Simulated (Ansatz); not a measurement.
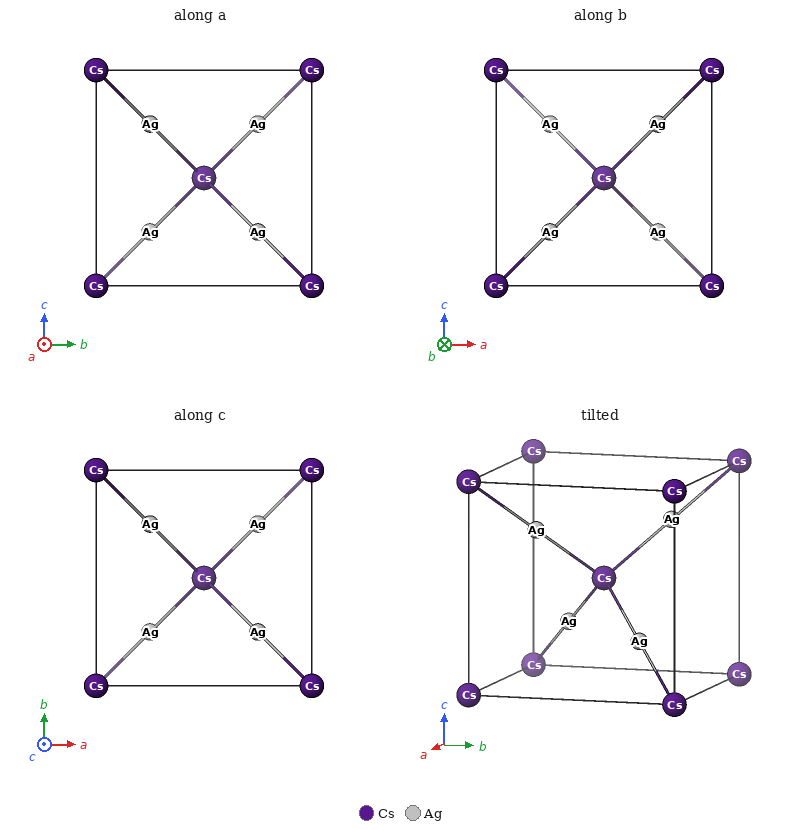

Ball-and-stick drawing of the structure, looking along the a axis, along the b axis, along the c axis and slightly off an axis. Thin lines show the conventional unit cell, with boundary atoms drawn in all their periodic places.

Lattice parameters: a = 8.210 Å, b = 8.210 Å, c = 8.210 Å, α = 90.00°, β = 90.00°, γ = 90.00°. Put a along x and b in the xy plane.

### Reconstruct the structure as a POSCAR file.

```
Cs Ag
1.0
     8.210    0.000    0.000
     0.000    8.210    0.000
     0.000    0.000    8.210
Cs Ag
2 4
Direct
  0.0000 0.0000 0.0000
  0.5000 0.5000 0.5000
  0.2500 0.2500 0.2500
  0.2500 0.7500 0.7500
  0.7500 0.7500 0.2500
  0.7500 0.2500 0.7500
```

It goes back to a structure type filled with these elements by a generator (whether the compound takes this form wasn't checked). Earlier steps of the study may have refined or changed the cell and positions. It was the input of a calculation with Ansatz.
